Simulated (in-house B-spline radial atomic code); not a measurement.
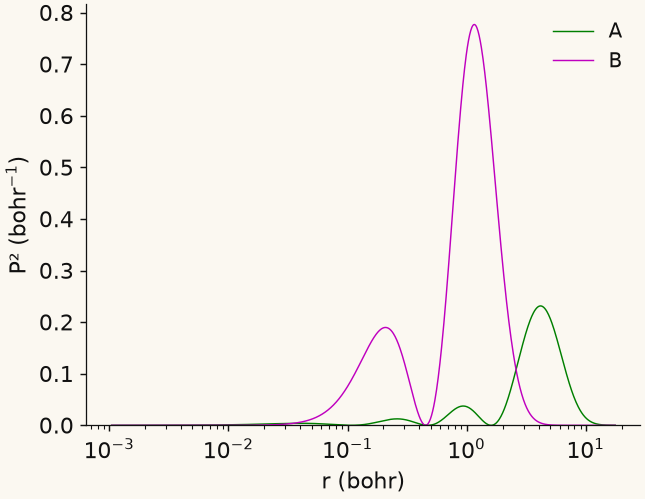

A free K atom in the configuration [Ar] 4s1 (high spin). Theory: scalar-relativistic (spin-free one-electron X2C) exchange-only LDA (Slater), spin-polarised, spherical fractional occupations, Fermi nucleus, basis-set limit (computed with an in-house B-spline radial code). Radial functions and radii carry no picture-change correction.

The plot shows the radial probability densities P² of 3p up and 4s up.

Which curve belongs to which orbital?

Answer. A is 4s up; B is 3p up. 3p up: outer maximum at 1.16 bohr, ⟨r⟩ = 1.45 bohr, 1 node, eigenvalue −17.5 eV; 4s up: outer maximum at 4.16 bohr, ⟨r⟩ = 5.03 bohr, 3 nodes, eigenvalue −2.20 eV.
